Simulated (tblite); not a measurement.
# C6H9BF2Se: the cost of one run

The runs use tblite 0.8.0 and PySCF 2.14.0, with density-fitted response routines of our own; the level of theory stands in each step. All values are computed, except where a source is named. Atoms are numbered from 0 throughout.

## (1) The starting structure

19 atoms, charge 0, multiplicity 1; geometry from: force field or distance geometry start.

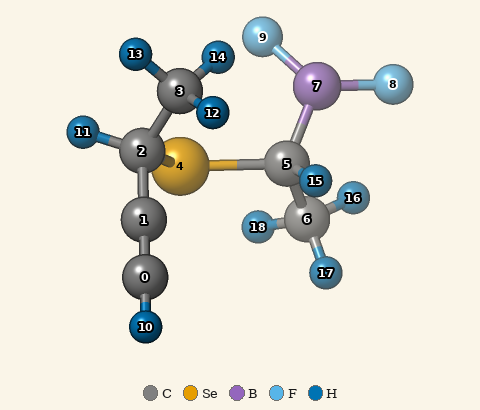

The starting geometry (carbon grey, selenium amber, boron purple, fluorine blue, hydrogen blue), atoms numbered; sticks join atoms by distance.

## (2) Geometry optimisation with GFN2-xTB

Job settings and geometry (Å):

```
{"job": {"kind": "relax", "xc": "GFN2-xTB", "basis": "xTB"}, "charge": 0, "multiplicity": 1}
C      3.080300     1.747900    -0.283800
C      2.428700     0.759400    -0.610600
C      1.664800    -0.425700    -0.992000
C      1.785400    -1.461800     0.054000
Se    -0.158100     0.042300    -1.446700
C     -1.337000     0.223600     0.063500
C     -2.310100     1.327700    -0.298700
B     -2.241700    -1.063800     0.299500
F     -3.378600    -0.909500     1.176100
F     -2.307600    -2.018600    -0.802600
H      3.625200     2.602600    -0.027700
H      2.102200    -0.872000    -1.927800
H      2.231600    -1.065000     1.014700
H      2.530000    -2.239900    -0.306400
H      0.812600    -1.947700     0.306000
H     -0.811300     0.531500     1.001200
H     -3.347700     1.079000     0.054100
H     -2.036800     2.296100     0.161500
H     -2.341700     1.403400    -1.396100
```

Launch:

```console
$ OMP_NUM_THREADS=1 python probes_run.py task.json out
```

The driver reads the jobs from task.json and runs them one after another.

**Question.** How long does this first job take on 1 thread of Arm Neoverse N1, shared host, and how much memory does it need?

About 2.8 s, with a peak of 0.18 GiB.
